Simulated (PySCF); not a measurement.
Consider C6H5N3S.

```yaml
atoms:
  - { symbol: C, position_ang: [4.2704, 0.5612, 0.5301] }
  - { symbol: C, position_ang: [3.1023, 0.2901, 0.4728] }
  - { symbol: C, position_ang: [1.7252, -0.0323, 0.4083] }
  - { symbol: N, position_ang: [1.3392, -1.2357, 0.8818] }
  - { symbol: C, position_ang: [0.0644, -1.5004, 0.8068] }
  - { symbol: C, position_ang: [-0.8252, -0.5534, 0.2551] }
  - { symbol: S, position_ang: [-2.5273, -0.8755, 0.1418] }
  - { symbol: C, position_ang: [-3.0929, 0.6684, -0.6229] }
  - { symbol: N, position_ang: [-0.3647, 0.6125, -0.1876] }
  - { symbol: N, position_ang: [0.9040, 0.8698, -0.1108] }
  - { symbol: H, position_ang: [5.2915, 0.7988, 0.5799] }
  - { symbol: H, position_ang: [-0.2777, -2.4576, 1.1766] }
  - { symbol: H, position_ang: [-4.1671, 0.5776, -0.7431] }
  - { symbol: H, position_ang: [-2.6025, 0.7864, -1.5835] }
  - { symbol: H, position_ang: [-2.8437, 1.4980, 0.0304] }
```

Geometry: GFN2-xTB.

Level of theory: PySCF 2.14.0, PBE0/pcSseg-1, SCF density, gas phase, non-relativistic.

Question: Predict the electron density and electron localisation function between the atoms.

Answer: C–C (1.20 Å): ρ is about 2.7 e/Å³ halfway; the ELF peaks at about 0.85 between the atoms: a multiple bond.
N–N (1.30 Å): ρ at the midpoint is about 2.8 e/Å³; the ELF peaks at about 0.90 between the atoms, as expected for a covalent bond.
C–N (1.30 Å): the density is about 2.6 e/Å³ at the midpoint; the ELF peaks at about 0.90 between the atoms; localised, covalent bonding.
C–S (1.74 Å): ρ is about 1.4 e/Å³ halfway; the ELF peaks at about 0.95 between the atoms: localised, covalent bonding.

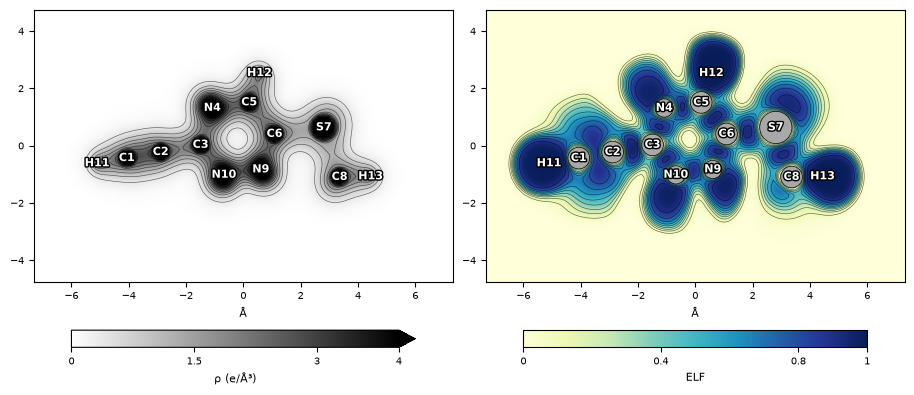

Computed electron density and electron localisation function on the plane of atoms C5, C6 and N9, in this order. Grey discs cover the atomic cores in the ELF map. 
